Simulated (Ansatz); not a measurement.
**Si(SH)Cl3 (Cl3HSSi): the relaxed shape and its frontier levels**

What does Si(SH)Cl3 (Cl3HSSi) look like as a singlet, and where do its frontier electrons sit?

Computed with Ansatz 0.2.0, Gaussian basis. Level: RKS PBE0-D4/def2-TZVP.

The runs, in order: relaxation at PBE0-D4/def2-SVP; a search for the lowest solution at PBE0-D4/def2-SVP; a single point at PBE0-D4/def2-TZVP.

### 1 The system as given

6 atoms, charge 0, spin multiplicity 1.

Atoms are counted from 1 here; the program's logs count them from 0.

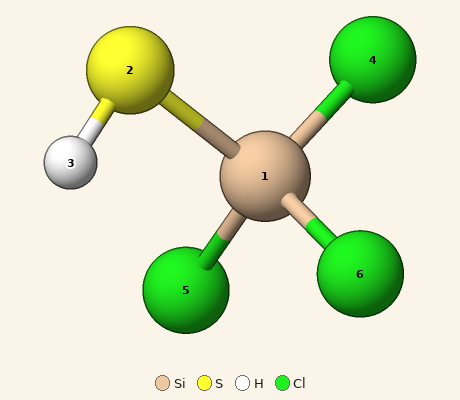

Start geometry, drawn with silicon light orange, sulfur yellow, hydrogen white, chlorine green; atoms are numbered from 1 in the order of the file.

Coordinates:

```csv
atom,x (Å),y (Å),z (Å)
Si1,0.2065,-0.0093,-0.4218
S2,0.2624,0.0186,1.7371
H3,-1.0523,0.0492,1.9160
Cl4,2.1119,-0.0188,-1.0478
Cl5,-0.7675,1.6197,-1.1132
Cl6,-0.7610,-1.6594,-1.0702
```

The start is a GFN2-xTB geometry.

### 2 Relaxation at PBE0-D4/def2-SVP

in.yaml

```yaml
crystal:
  periodic: [false, false, false]
  atoms:
    - {symbol: Si, position_ang: [0.206510, -0.009270, -0.421840]}
    - {symbol: S, position_ang: [0.262380, 0.018610, 1.737070]}
    - {symbol: H, position_ang: [-1.052280, 0.049180, 1.915990]}
    - {symbol: Cl, position_ang: [2.111890, -0.018810, -1.047780]}
    - {symbol: Cl, position_ang: [-0.767500, 1.619700, -1.113240]}
    - {symbol: Cl, position_ang: [-0.761000, -1.659420, -1.070200]}
basis:
  gaussian: {orbitals: def2-SVP}
hamiltonian: {xc: pbe0, dispersion: d4}
scf: {omitted_lower_state_checks: [starts]}
output: {orbitals: {seedname: orbitals}}
relax: {f_tol: 0.02, max_steps: 100}
```

Started as:

```sh
> ansatz run in.yaml --threads 4 --pin off --events-out ev --progress --plain --max-ram 3916MiB
```

After this run come: Searching for the lowest solution, PBE0-D4/def2-SVP; Single point, PBE0-D4/def2-TZVP.

Before running them: what should the planned runs give, taken together? Wanted: point group; commonest bond, hydrogen aside; HOMO, LUMO at PBE0-D4/def2-TZVP; dipole at PBE0-D4/def2-SVP.

**Answer**, as computed:

| quantity | value |
| --- | --- |
| point group | Cs |
| commonest bond, hydrogen aside | Cl–Si, 3 of mean length 2.045 Å |
| HOMO, LUMO at PBE0-D4/def2-TZVP | -8.22, -0.72 eV |
| dipole at PBE0-D4/def2-SVP | 1.29 D |

In words: The molecule keeps its bonding pattern by the stored test; the atoms moved 0.03 Å (rms). No usable vibrations, so a minimum isn't proven. The HOMO lies nearest to S2 74 %; H3 9 % and the LUMO to Si1 30 %; S2 25 %.
